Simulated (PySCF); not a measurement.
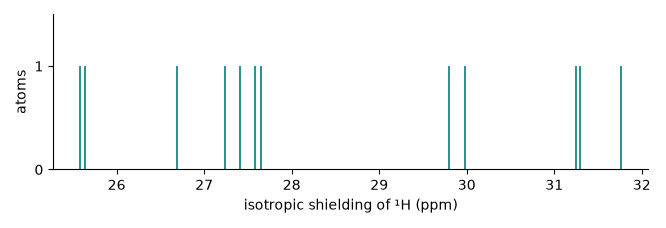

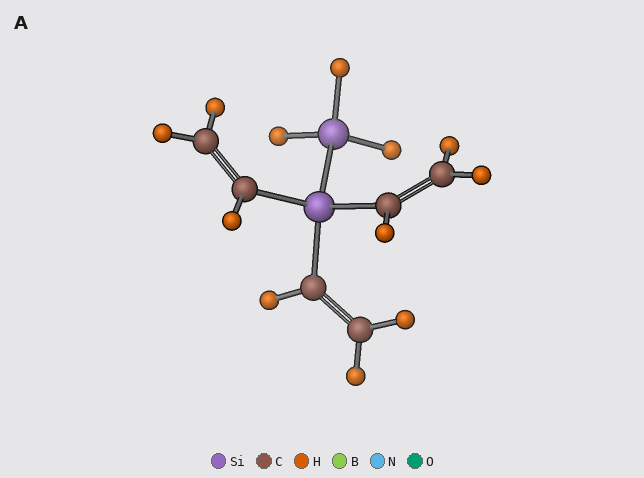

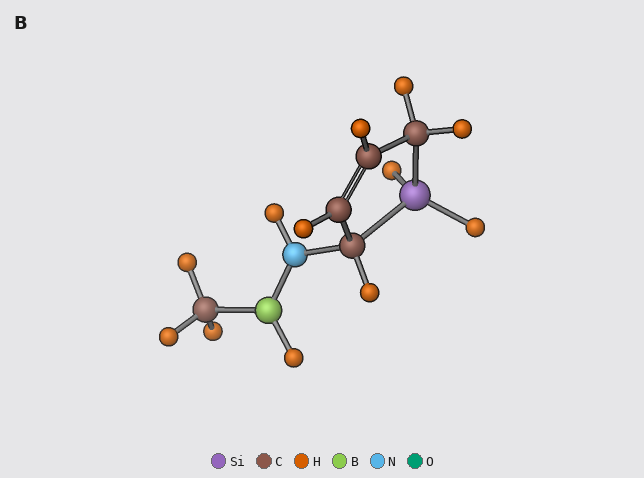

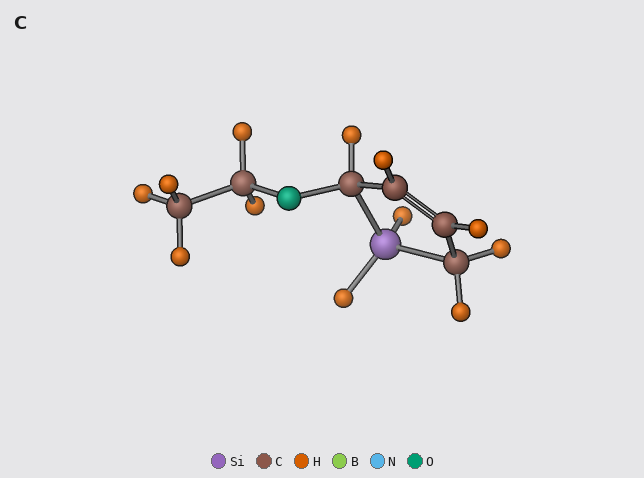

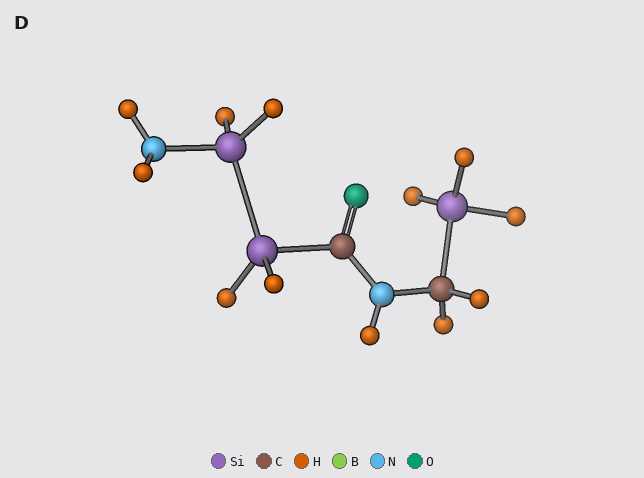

The sticks are computed shieldings of one of the molecules, for one fixed geometry (GFN2-xTB) without averaging over rotations. Low shielding means a high chemical shift. Method: GIAO PBE0/pcSseg-1 NMR shielding, non-relativistic, gas phase (PySCF 2.14.0).

### Match the spectrum to a structure.

B, `CBN[C@@H]1C=CC[SiH2]1`. Its 12 H atoms give lines at 25.58, 25.64, 26.69, 27.24, 27.40, 27.58, 27.65, 29.80, 29.98, 31.24, 31.29, 31.76 ppm.

The geometry is semi-empirical. Around B, Si such bond lengths and angles can be off by a tenth of an ångström or more and by several degrees, and values that hang on the shape move with them.
